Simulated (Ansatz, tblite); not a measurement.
**Cu(PH3)(SiH3) (CuH₆PSi): charged states by level of theory**

Aim: the energy of removing and adding an electron for Cu(PH3)(SiH3) (CuH₆PSi), by energy differences, and how well orbital energies stand in for it.

Program: Ansatz 0.2.0, Gaussian basis. Level of theory: as each input shows. These are calculated values, not measurements.

Plan: charge +1 doublet, at the geometry of the singlet (PBE0-D4/def2-TZVP, PBE-D4/def2-TZVP, r2SCAN-D4/def2-TZVP); charge -1 doublet, at the geometry of the singlet (PBE0-D4/def2-TZVPD, PBE-D4/def2-TZVPD, r2SCAN-D4/def2-TZVPD); the starting singlet's energies come from earlier runs.

## (1) The relaxed structure

The geometry is that of the singlet, from an earlier relaxation (B3LYP-D4/def2-SVP).

9 atoms, charge 0, spin multiplicity 1.

Atoms are counted from 1 here; the program's logs count them from 0.

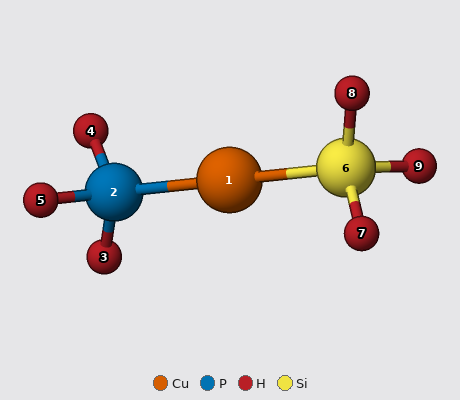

The structure; copper orange, phosphorus blue, hydrogen red, silicon yellow; atoms are numbered from 1 in the order of the file.

Formally the metal is d10. No spin-orbit coupling is included.

## (2) Charge +1 doublet at the fixed geometry, first pass, PBE0-D4/def2-SVP

Contents of in.yaml:

```yaml
crystal:
  periodic: [false, false, false]
  atoms:
    - {symbol: Cu, position_ang: [0.004261, 0.010509, -0.021950]}
    - {symbol: P, position_ang: [0.000155, -0.013316, 2.264465]}
    - {symbol: H, position_ang: [0.811784, -0.950643, 2.957673]}
    - {symbol: H, position_ang: [-1.212205, -0.265126, 2.960615]}
    - {symbol: H, position_ang: [0.393464, 1.144839, 2.986956]}
    - {symbol: Si, position_ang: [0.001558, 0.017889, -2.320950]}
    - {symbol: H, position_ang: [1.320627, 0.391425, -2.944309]}
    - {symbol: H, position_ang: [-0.982739, 0.975546, -2.939120]}
    - {symbol: H, position_ang: [-0.336906, -1.311125, -2.943390]}
basis:
  gaussian: {orbitals: def2-SVP}
total_charge: 1
magnetization: {spin_polarized: true, initial_magnetization: 1}
hamiltonian: {xc: pbe0, dispersion: d4}
output: {orbitals: {seedname: orbitals}}
```

The run is started by

```sh
$ ansatz run in.yaml --threads 4 --pin off --events-out ev --progress --plain --max-ram 3916MiB
```

Output:

```text
Functional definition: PBE0
  name "PBE0"
  cite "Adamo & Barone, J. Chem. Phys. 110, 6158 (1999) doi:10.1063/1.478522"
  cite "Perdew, Burke & Ernzerhof, Phys. Rev. Lett. 77, 3865 (1996) doi:10.1103/PhysRevLett.77.3865"
  parent pbe
  parameter a = 0.25
  parameter kappa = 0.804
  parameter beta = 0.06672455060314922
  exchange = (1 - a)*pbe_x(kappa = kappa, mu = beta*pi^2/3) + a*exact_x
  correlation = pbe_c(beta = beta)
985 factors; integrals over basis functions are off by at most 1.2e-3 eV
mean field evaluation 1: about -61859.5261 eV, gradient 6.0e1 eV
mean field evaluation 2: about -61007.5542 eV, gradient 3.1e2 eV
mean field evaluation 4: about -61871.3392 eV, gradient 4.4e0 eV
mean field evaluation 8: about -61871.5016 eV, gradient 1.1e0 eV
mean field evaluation 16: about -61871.6021 eV, gradient 2.8e-3 eV
mean field -61871.60208284 eV, -2273.7394384661 hartree, gradient 5.9e-5 eV, S^2 0.753657; 0 other end points of the search recorded, 0 dependent functions left out
reference -61871.60212666 eV, -2273.7394400768 hartree; 32, 31 occupied and 65, 66 virtual orbitals, 985 factors
Total energy: -61871.73050936 eV, -2273.7441580538 hartree
```

Run time: 2.3 s. Hardware: 4 threads of Arm Neoverse V2, shared host.

Report: HOMO -12.93 eV, LUMO -9.91 eV (over both spins); ⟨S²⟩ 0.754 (pure: 0.75).

## (3) Charge +1 doublet at the fixed geometry, PBE0-D4/def2-TZVP

start.molden holds the orbitals of an earlier run on this state, given as this run's starting guess.

in.yaml, as its differences from that of step 2:

```diff
@@ -13,3 +13,3 @@
 basis:
-  gaussian: {orbitals: def2-SVP}
+  gaussian: {orbitals: def2-TZVP, initial_orbitals: start.molden}
 total_charge: 1
@@ -17,2 +17,3 @@
 hamiltonian: {xc: pbe0, dispersion: d4}
+scf: {omitted_lower_state_checks: [starts]}
 output: {orbitals: {seedname: orbitals}}
```

Launched as before.

Output:

```text
Functional definition: PBE0
  name "PBE0"
  cite "Adamo & Barone, J. Chem. Phys. 110, 6158 (1999) doi:10.1063/1.478522"
  cite "Perdew, Burke & Ernzerhof, Phys. Rev. Lett. 77, 3865 (1996) doi:10.1103/PhysRevLett.77.3865"
  parent pbe
  parameter a = 0.25
  parameter kappa = 0.804
  parameter beta = 0.06672455060314922
  exchange = (1 - a)*pbe_x(kappa = kappa, mu = beta*pi^2/3) + a*exact_x
  correlation = pbe_c(beta = beta)
these checks for a lower state are left out or cut short: starts
1356 factors; their error is unknown
mean field evaluation 1: about -61882.1400 eV, gradient 8.8e1 eV
mean field evaluation 2: about -61883.9993 eV, gradient 3.1e0 eV
mean field evaluation 4: about -61884.1713 eV, gradient 2.2e-1 eV
mean field evaluation 8: about -61884.1715 eV, gradient 1.9e-5 eV
mean field -61884.17147185 eV, -2274.2013549925 hartree, gradient 1.9e-5 eV, S^2 0.754796; 0 other end points of the search recorded, 0 dependent functions left out
reference -61884.17151387 eV, -2274.2013565366 hartree; 32, 31 occupied and 123, 124 virtual orbitals, 1356 factors
Total energy: -61884.29989656 eV, -2274.2060745137 hartree
Checks for a lower state left out: starts
```

Wall time 4.1 s (4 threads of Arm Neoverse V2, shared host).

From the report: HOMO -13.04 eV, LUMO -9.95 eV (over both spins); ⟨S²⟩ 0.755 (pure: 0.75).

## (4) Charge +1 doublet at the fixed geometry, PBE-D4/def2-TZVP

in.yaml, as its differences from that of step 3:

```diff
@@ -16,3 +16,3 @@
 magnetization: {spin_polarized: true, initial_magnetization: 1}
-hamiltonian: {xc: pbe0, dispersion: d4}
+hamiltonian: {xc: pbe, dispersion: d4}
 scf: {omitted_lower_state_checks: [starts]}
```

Same command.

Output:

```text
Functional definition: PBE
  name "PBE"
  cite "Perdew, Burke & Ernzerhof, Phys. Rev. Lett. 77, 3865 (1996) doi:10.1103/PhysRevLett.77.3865"
  parent pbe
  parameter kappa = 0.804
  parameter beta = 0.06672455060314922
  exchange = pbe_x(kappa = kappa, mu = beta*pi^2/3)
  correlation = pbe_c(beta = beta)
these checks for a lower state are left out or cut short: starts
1239 factors; their error is unknown
mean field evaluation 1: about -61882.4669 eV, gradient 8.4e0 eV
mean field evaluation 2: about -61882.6362 eV, gradient 3.0e-1 eV
mean field evaluation 4: about -61882.6002 eV, gradient 5.2e-2 eV
mean field evaluation 8: about -61882.6002 eV, gradient 2.5e-5 eV
mean field -61882.60019458 eV, -2274.1436116177 hartree, gradient 2.5e-5 eV, S^2 0.753213; 0 other end points of the search recorded, 0 dependent functions left out
reference -61882.60025108 eV, -2274.1436136944 hartree; 32, 31 occupied and 123, 124 virtual orbitals, 1239 factors
Total energy: -61882.75047534 eV, -2274.1491343338 hartree
Checks for a lower state left out: starts
```

It took 2.5 s on 4 threads of Arm Neoverse V2, shared host.

HOMO -11.84 eV, LUMO -10.99 eV (over both spins); ⟨S²⟩ 0.753 (pure: 0.75).

## (5) Charge +1 doublet at the fixed geometry, r2SCAN-D4/def2-TZVP

in.yaml, as its differences from that of step 4:

```diff
@@ -16,3 +16,3 @@
 magnetization: {spin_polarized: true, initial_magnetization: 1}
-hamiltonian: {xc: pbe, dispersion: d4}
+hamiltonian: {xc: r2scan, dispersion: d4}
 scf: {omitted_lower_state_checks: [starts]}
```

Same command.

Output:

```text
Functional definition: r2SCAN
  name "r2SCAN"
  cite "Furness, Kaplan, Ning, Perdew & Sun, J. Phys. Chem. Lett. 11, 8208 (2020) doi:10.1021/acs.jpclett.0c02405"
  cite "Furness, Kaplan, Ning, Perdew & Sun, J. Phys. Chem. Lett. 11, 9248 (2020) doi:10.1021/acs.jpclett.0c03077"
  parent r2scan
  parameter k0 = 0.174
  parameter k1 = 0.065
  parameter a1 = 4.9479
  exchange = r2scan_x(k0 = k0, k1 = k1, a1 = a1)
  correlation = r2scan_c
these checks for a lower state are left out or cut short: starts
1239 factors; their error is unknown
mean field evaluation 1: about -61895.9933 eV, gradient 5.7e0 eV
mean field evaluation 2: about -61896.0632 eV, gradient 2.0e-1 eV
mean field evaluation 4: about -61896.0261 eV, gradient 6.3e-3 eV
mean field -61896.02606172 eV, -2274.6370031350 hartree, gradient 6.5e-5 eV, S^2 0.756949; 0 other end points of the search recorded, 0 dependent functions left out
reference -61896.02608389 eV, -2274.6370039495 hartree; 32, 31 occupied and 123, 124 virtual orbitals, 1239 factors
Total energy: -61896.06112074 eV, -2274.6382915302 hartree
Checks for a lower state left out: starts
```

It took 7 s on 4 threads of Arm Neoverse V2, shared host.

HOMO -12.11 eV, LUMO -10.73 eV (over both spins); ⟨S²⟩ 0.757 (pure: 0.75).

## (6) Vertical ionisation energy

Charged state less starting state, singlet to doublet; the starting state's energies are those of its earlier runs.

```
              level  vertical ionisation energy (eV)   time
   PBE-D4/def2-TZVP                            +8.15  3.8 s
r2SCAN-D4/def2-TZVP                            +8.08   10 s
  PBE0-D4/def2-TZVP                            +8.06  7.1 s
```

Times add the two runs; a level without a time comes out of a correlated run.

Beside −ε(HOMO) of the starting state:

```
              level  −ε(HOMO) (eV)  by difference (eV)  mismatch (eV)
   PBE-D4/def2-TZVP           5.29                8.15          -2.86
r2SCAN-D4/def2-TZVP           5.39                8.08          -2.70
  PBE0-D4/def2-TZVP           6.13                8.06          -1.93
```

## (7) Charge -1 doublet at the fixed geometry, first pass, PBE0-D4/def2-SVP

in.yaml, as its differences from that of step 5:

```diff
@@ -13,7 +13,6 @@
 basis:
-  gaussian: {orbitals: def2-TZVP, initial_orbitals: start.molden}
-total_charge: 1
+  gaussian: {orbitals: def2-SVP}
+total_charge: -1
 magnetization: {spin_polarized: true, initial_magnetization: 1}
-hamiltonian: {xc: r2scan, dispersion: d4}
-scf: {omitted_lower_state_checks: [starts]}
+hamiltonian: {xc: pbe0, dispersion: d4}
 output: {orbitals: {seedname: orbitals}}
```

Same command.

Output, shortened:

```text
Functional definition: PBE0
  name "PBE0"
  cite "Adamo & Barone, J. Chem. Phys. 110, 6158 (1999) doi:10.1063/1.478522"
  cite "Perdew, Burke & Ernzerhof, Phys. Rev. Lett. 77, 3865 (1996) doi:10.1103/PhysRevLett.77.3865"
  parent pbe
[...]
985 factors; integrals over basis functions are off by at most 1.2e-3 eV
[...]
a density is far from that of the atoms, so the factors are made again for it
1026 factors; integrals over basis functions are off by at most 1.1e-3 eV
mean field -61878.43504566 eV, -2273.9905452181 hartree, gradient 6.7e-6 eV, S^2 0.750917; 0 other end points of the search recorded, 0 dependent functions left out
reference -61878.43509934 eV, -2273.9905471911 hartree; 33, 32 occupied and 64, 65 virtual orbitals, 1026 factors
Total energy: -61878.62318389 eV, -2273.9974591706 hartree
```

Run time: 11 s. Hardware: 4 threads of Arm Neoverse V2, shared host.

HOMO 2.31 eV, LUMO 3.69 eV (over both spins); ⟨S²⟩ 0.751 (pure: 0.75). Doubts: highest occupied level lies above zero.

## (8) Charge -1 doublet at the fixed geometry, PBE0-D4/def2-TZVPD

in.yaml, as its differences from that of step 7:

```diff
@@ -13,3 +13,3 @@
 basis:
-  gaussian: {orbitals: def2-SVP}
+  gaussian: {orbitals: def2-TZVPD, initial_orbitals: start.molden}
 total_charge: -1
@@ -17,2 +17,3 @@
 hamiltonian: {xc: pbe0, dispersion: d4}
+scf: {omitted_lower_state_checks: [starts]}
 output: {orbitals: {seedname: orbitals}}
```

Launched as before.

Output, shortened:

```text
Functional definition: PBE0
  name "PBE0"
  cite "Adamo & Barone, J. Chem. Phys. 110, 6158 (1999) doi:10.1063/1.478522"
  cite "Perdew, Burke & Ernzerhof, Phys. Rev. Lett. 77, 3865 (1996) doi:10.1103/PhysRevLett.77.3865"
  parent pbe
[...]
1442 factors; their error is unknown
[...]
mean field -61891.92458833 eV, -2274.4862767678 hartree, gradient 7.8e-6 eV, S^2 0.754823; 0 other end points of the search recorded, 0 dependent functions left out
reference -61891.92464048 eV, -2274.4862786843 hartree; 33, 32 occupied and 155, 156 virtual orbitals, 1442 factors
Total energy: -61892.11272502 eV, -2274.4931906637 hartree
Checks for a lower state left out: starts
```

Wall time 19 s (4 threads of Arm Neoverse V2, shared host); peak memory 1.1 GiB.

From the report: HOMO 1.72 eV, LUMO 2.99 eV (over both spins); ⟨S²⟩ 0.755 (pure: 0.75). Doubts: highest occupied level lies above zero.

## (9) Charge -1 doublet at the fixed geometry, PBE-D4/def2-TZVPD

in.yaml, as its differences from that of step 8:

```diff
@@ -16,3 +16,3 @@
 magnetization: {spin_polarized: true, initial_magnetization: 1}
-hamiltonian: {xc: pbe0, dispersion: d4}
+hamiltonian: {xc: pbe, dispersion: d4}
 scf: {omitted_lower_state_checks: [starts]}
```

The command is unchanged.

Output:

```text
Functional definition: PBE
  name "PBE"
  cite "Perdew, Burke & Ernzerhof, Phys. Rev. Lett. 77, 3865 (1996) doi:10.1103/PhysRevLett.77.3865"
  parent pbe
  parameter kappa = 0.804
  parameter beta = 0.06672455060314922
  exchange = pbe_x(kappa = kappa, mu = beta*pi^2/3)
  correlation = pbe_c(beta = beta)
these checks for a lower state are left out or cut short: starts
1325 factors; their error is unknown
mean field evaluation 1: about -61890.4140 eV, gradient 8.4e0 eV
mean field evaluation 2: about -61890.5814 eV, gradient 2.9e-1 eV
mean field evaluation 4: about -61890.5517 eV, gradient 5.4e-3 eV
mean field evaluation 8: about -61890.5517 eV, gradient 1.6e-5 eV
mean field -61890.55174737 eV, -2274.4358257933 hartree, gradient 8.8e-6 eV, S^2 0.753121; 0 other end points of the search recorded, 0 dependent functions left out
reference -61890.55181562 eV, -2274.4358283011 hartree; 33, 32 occupied and 155, 156 virtual orbitals, 1325 factors
Total energy: -61890.77280056 eV, -2274.4439493479 hartree
Checks for a lower state left out: starts
```

It took 9.5 s on 4 threads of Arm Neoverse V2, shared host.

HOMO 2.22 eV, LUMO 2.39 eV (over both spins); ⟨S²⟩ 0.753 (pure: 0.75). Doubts: highest occupied level lies above zero.

## (10) Charge -1 doublet at the fixed geometry, r2SCAN-D4/def2-TZVPD

in.yaml, as its differences from that of step 9:

```diff
@@ -16,3 +16,3 @@
 magnetization: {spin_polarized: true, initial_magnetization: 1}
-hamiltonian: {xc: pbe, dispersion: d4}
+hamiltonian: {xc: r2scan, dispersion: d4}
 scf: {omitted_lower_state_checks: [starts]}
```

Same command.

Output:

```text
Functional definition: r2SCAN
  name "r2SCAN"
  cite "Furness, Kaplan, Ning, Perdew & Sun, J. Phys. Chem. Lett. 11, 8208 (2020) doi:10.1021/acs.jpclett.0c02405"
  cite "Furness, Kaplan, Ning, Perdew & Sun, J. Phys. Chem. Lett. 11, 9248 (2020) doi:10.1021/acs.jpclett.0c03077"
  parent r2scan
  parameter k0 = 0.174
  parameter k1 = 0.065
  parameter a1 = 4.9479
  exchange = r2scan_x(k0 = k0, k1 = k1, a1 = a1)
  correlation = r2scan_c
these checks for a lower state are left out or cut short: starts
1325 factors; their error is unknown
mean field evaluation 1: about -61903.8811 eV, gradient 5.8e0 eV
mean field evaluation 2: about -61903.9681 eV, gradient 2.3e-1 eV
mean field evaluation 4: about -61903.9368 eV, gradient 2.0e-3 eV
mean field evaluation 8: about -61903.9368 eV, gradient 1.9e-5 eV
mean field -61903.93681638 eV, -2274.9277180065 hartree, gradient 7.5e-6 eV, S^2 0.758908; 0 other end points of the search recorded, 0 dependent functions left out
reference -61903.93684956 eV, -2274.9277192260 hartree; 33, 32 occupied and 155, 156 virtual orbitals, 1325 factors
Total energy: -61903.99015073 eV, -2274.9296780077 hartree
Checks for a lower state left out: starts
```

Wall time 23 s (4 threads of Arm Neoverse V2, shared host); peak memory 0.59 GiB.

From the report: HOMO 2.09 eV, LUMO 2.56 eV (over both spins); ⟨S²⟩ 0.759 (pure: 0.75). Doubts: highest occupied level lies above zero.

## (11) Vertical electron affinity

Starting state less charged state (positive: the electron is bound), singlet to doublet; the starting state's energies are those of its earlier runs.

```
               level  vertical electron affinity (eV)  time
   PBE-D4/def2-TZVPD                            -0.18  11 s
r2SCAN-D4/def2-TZVPD                            -0.19  27 s
  PBE0-D4/def2-TZVPD                            -0.28  22 s
```

Times add the two runs; a level without a time comes out of a correlated run.

Beside −ε(LUMO) of the starting state:

```
               level  −ε(LUMO) (eV)  by difference (eV)  mismatch (eV)
   PBE-D4/def2-TZVPD           1.94               -0.18          +2.11
r2SCAN-D4/def2-TZVPD           1.73               -0.19          +1.92
  PBE0-D4/def2-TZVPD           1.15               -0.28          +1.42
```

## (12) Summary of results

| quantity | value |
| --- | --- |
| vertical ionisation energy, functionals in def2-TZVP | 8.06 (PBE0-D4) to 8.15 eV (PBE-D4) |
| vertical electron affinity, functionals in def2-TZVPD | -0.28 (PBE0-D4) to -0.18 eV (PBE-D4) |

What this shows: The vertical ionisation energy spans 8.06 to 8.15 eV over the functionals. −ε(HOMO) misses the level's own difference by -1.93 eV at best (PBE0-D4) and -2.86 eV at worst (PBE-D4). The vertical electron affinity spans -0.28 to -0.18 eV over the functionals. A negative affinity means an unbound electron, held by the basis alone. −ε(LUMO) misses the level's own difference by +1.42 eV at best (PBE0-D4) and +2.11 eV at worst (PBE-D4). The charged states' spins were chosen beforehand and needn't be their lowest.
